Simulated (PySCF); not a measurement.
C4H12FNSi2

The calculation's input:

```
{"job": {"kind": "nmr", "xc": "PBE0", "basis": "pcSseg-1"}, "charge": 0, "multiplicity": 1}
C     -3.216203     0.008318     0.786077
C     -1.965016     0.406271     0.918585
C     -0.833522    -0.019480     0.024806
N     -0.080935     1.110679    -0.514162
C      0.140531    -0.914629     0.791062
Si     1.641241    -1.340005    -0.310207
Si     2.613121     0.545767    -1.199308
F      2.726964     1.712224    -0.079294
H     -3.512240    -0.663202    -0.003370
H     -3.994650     0.324965     1.459440
H     -1.682335     1.078274     1.720824
H     -1.234298    -0.579228    -0.828126
H      0.232109     1.710057     0.243122
H     -0.657619     1.671945    -1.131624
H      0.469811    -0.389271     1.690057
H     -0.383611    -1.810766     1.123349
H      1.155573    -2.238217    -1.371119
H      2.530089    -2.165657     0.527185
H      4.035567     0.340840    -1.509907
H      2.010276     1.221794    -2.340426
```

Run with:

```sh
OMP_NUM_THREADS=1 python probes_run.py task.json out
```

Geometry: GFN2-xTB.

Computed with PBE0/pcSseg-1, SCF density, gas phase, non-relativistic (PySCF).

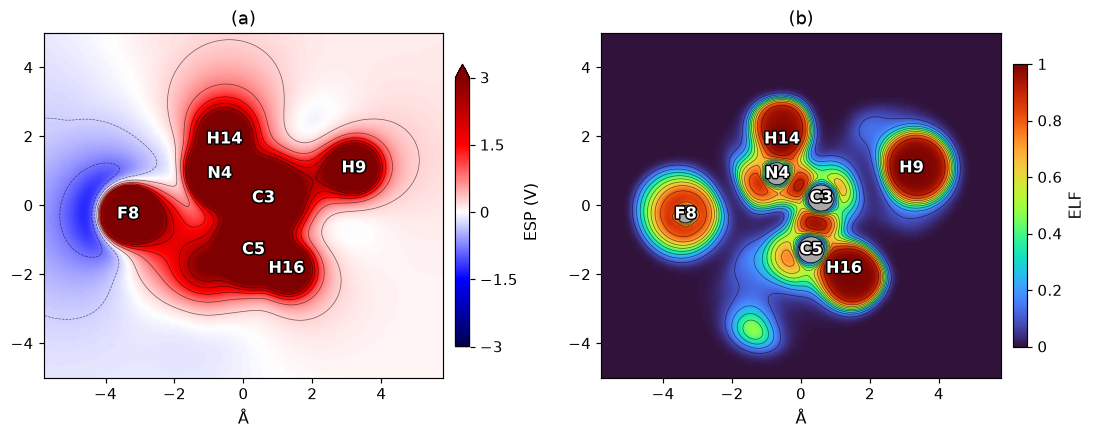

Figure 1. (a) electrostatic potential; (b) electron localisation function on the plane of atoms N4, C3 and C5. Grey discs cover the atomic cores in the ELF map.

> What does the map show?

- The plane passes through C, N, F and H nuclei.
- C–N (1.46 Å): the ELF peaks at about 0.95 between the atoms, as expected for a covalent bond.
- N–H (1.01 Å): the ELF climbs to about 1 towards the hydrogen, as it does in any bond to H: a covalent bond by its length.
- C–C (1.53 Å): the ELF peaks at about 0.95 between the atoms, as expected for a covalent bond.
- The ELF also peaks beside F8, away from the bonds: lone-pair regions.
- Outside the dense part of the molecule the potential is most negative (−1.3 V) near F8.

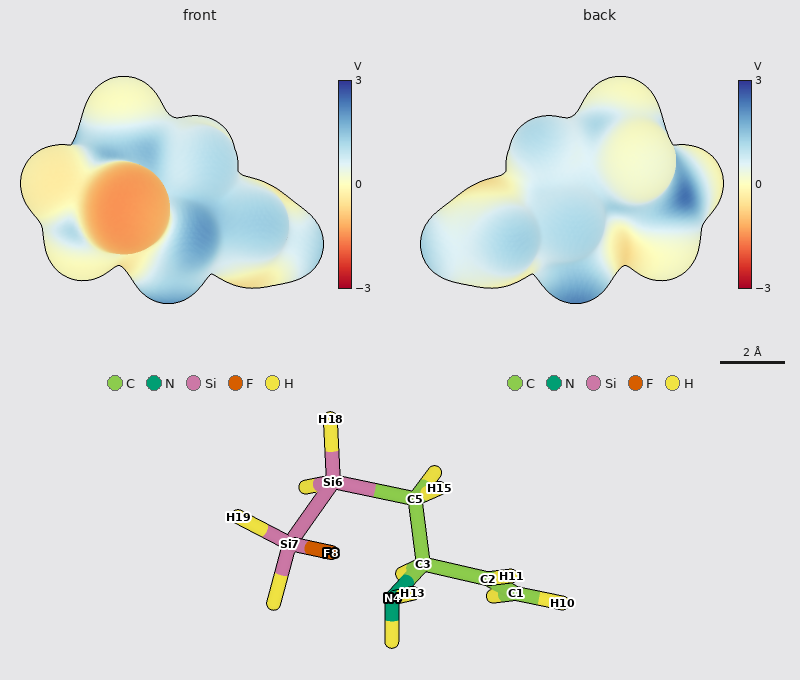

Figure 2. The molecular electrostatic potential painted on the density surface at 0.004 e/bohr³, seen from the front and from behind; red is negative and blue positive. The bare structure is drawn below in the same view.

> Describe the electrostatic potential map.

The most negative region (about −1.4 V) lies over F8, the most positive (about +2.2 V) over Si7 and H14.
